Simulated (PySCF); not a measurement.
## Electronic structure of C5H9O3 (doublet) in real space

```yaml
atoms:
  - { symbol: C, position_ang: [-1.4373, -1.2445, -1.0058] }
  - { symbol: C, position_ang: [-1.0676, -0.9128, 0.3718] }
  - { symbol: O, position_ang: [-1.8904, 0.0949, 0.9434] }
  - { symbol: C, position_ang: [-1.1365, 1.2662, 0.9828] }
  - { symbol: O, position_ang: [0.1844, 0.8712, 1.2491] }
  - { symbol: C, position_ang: [0.3851, -0.2968, 0.5046] }
  - { symbol: O, position_ang: [0.8831, -0.0581, -0.7714] }
  - { symbol: C, position_ang: [2.2153, 0.4152, -0.7769] }
  - { symbol: H, position_ang: [-1.9418, -0.5197, -1.6106] }
  - { symbol: H, position_ang: [-1.1322, -2.1785, -1.4300] }
  - { symbol: H, position_ang: [-1.1287, -1.7978, 1.0198] }
  - { symbol: H, position_ang: [-1.1877, 1.8046, 0.0183] }
  - { symbol: H, position_ang: [-1.4907, 1.9030, 1.7961] }
  - { symbol: H, position_ang: [1.0749, -0.9354, 1.0779] }
  - { symbol: H, position_ang: [2.2985, 1.3599, -0.2328] }
  - { symbol: H, position_ang: [2.8882, -0.3216, -0.3241] }
  - { symbol: H, position_ang: [2.4764, 0.5624, -1.8220] }
```

Geometry: GFN2-xTB.

The calculation used PySCF 2.14.0, density-fitted response routines, UKS B3LYP, pcH-1 on C H O, non-relativistic, mean-field spin-orbit, GIAO.

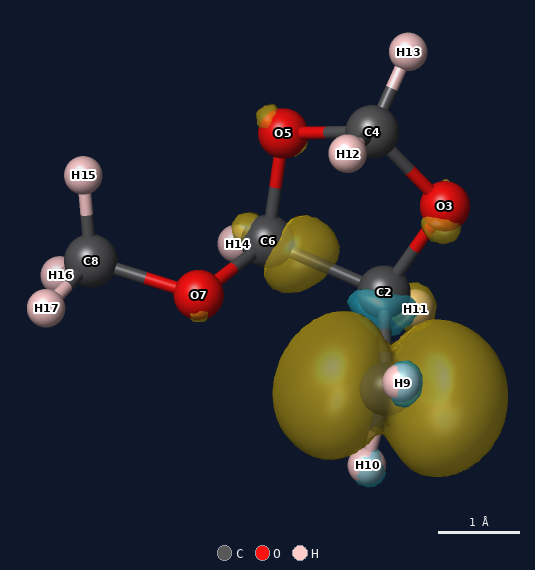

Figure 1. Isosurfaces of the spin density at +0.03 (yellow) and −0.03 e/Å³ (cyan), seen across its widest extent.

Q: Where is the unpaired spin?

A: The unpaired spin (1 electron) lies mostly on C1 (about 0.7), in electrons by Hirshfeld's partition.

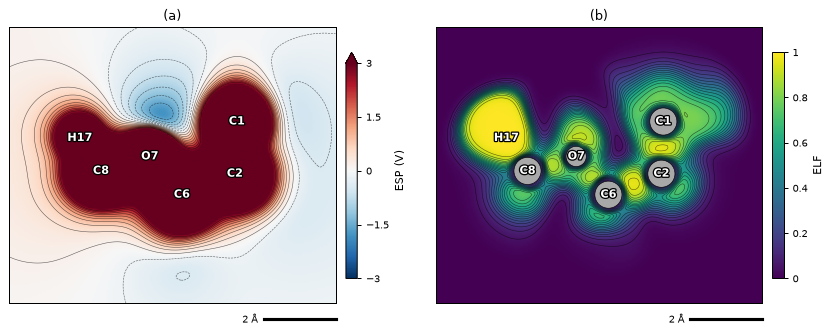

Figure 2. (a) molecular electrostatic potential; (b) electron localisation function on the plane of atoms C2, C6 and O7. Grey discs cover the atomic cores in the ELF map.

Q: Read the bonding off the picture.

A:
- Atoms in the plane: C, O and H.
- C–O (1.39 Å): the ELF peaks at about 0.90 between the atoms (a shared but strongly polarised pair).
- C–C (1.46 Å): the ELF peaks at about 0.95 between the atoms, as expected for a covalent bond.
- C–H (1.09 Å): the ELF climbs to about 1 towards the hydrogen, as it does in any bond to H (an ordinary covalent bond to hydrogen).
- C–C (1.58 Å): the ELF peaks at about 0.95 between the atoms, as expected for a covalent bond.
- The ELF also peaks beside O7, away from the bonds: non-bonding electrons, paired or unpaired.
- Outside the dense part of the molecule the potential is most negative (−1.8 V) near O7.

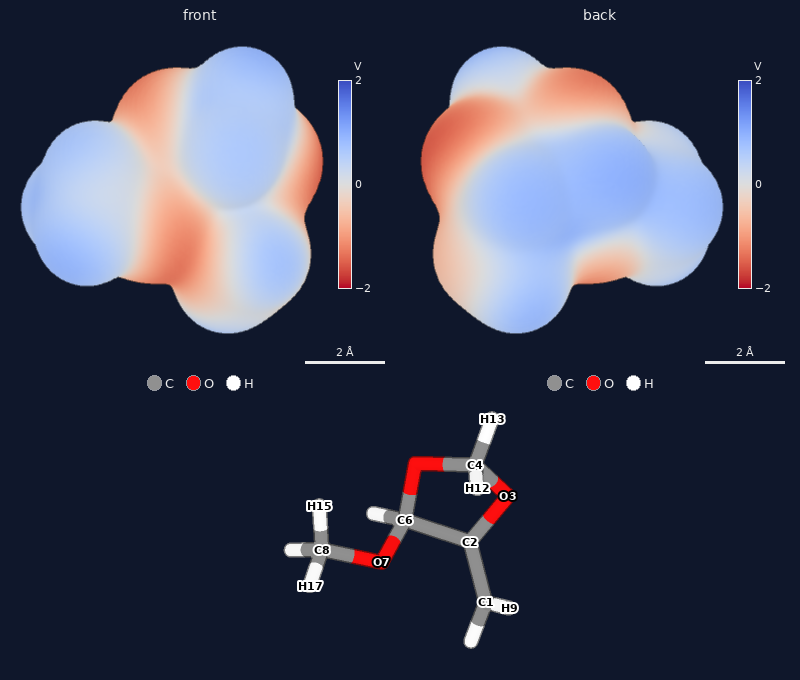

Figure 3. The molecular electrostatic potential painted on the density surface at 0.002 e/bohr³, seen from the front and from behind; red is negative and blue positive. The bare structure is drawn below in the same view.

Q: Which sites attract a positive test charge, and which a negative one?

A: A positive charge is drawn to the negative regions and a negative charge to the positive ones. The most negative region (about −1.5 V) lies over O3, the most positive (about +0.9 V) over H14. O3 is the likeliest acceptor of a hydrogen bond.
